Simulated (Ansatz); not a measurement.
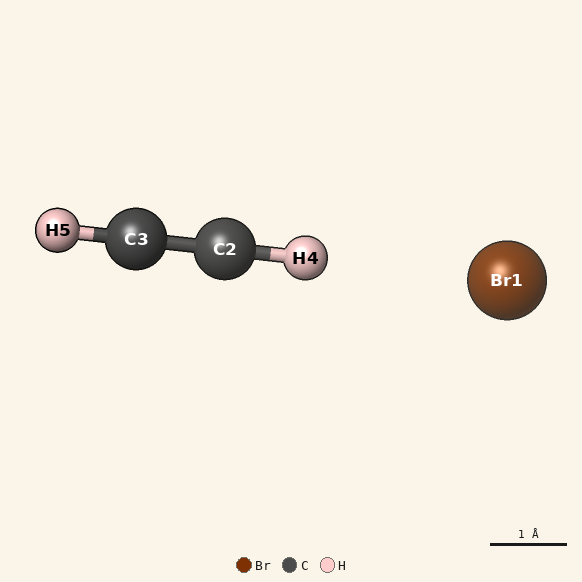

Figure made from data computed with Ansatz.

Orthographic view. Depth is shown by fading: the farther an atom, the more it takes the colour of the background. The species has charge −1 and is a spin singlet. Geometry: a pair of rigid molecules at a changed separation.

List all interatomic distances (Å) as a matrix.

```
atom   Br1    C2    C3    H4    H5
 Br1  0.00                        
  C2  3.82  0.00                  
  C3  5.03  1.20  0.00            
  H4  2.73  1.09  2.29  0.00      
  H5  6.09  2.27  1.06  3.36  0.00
```
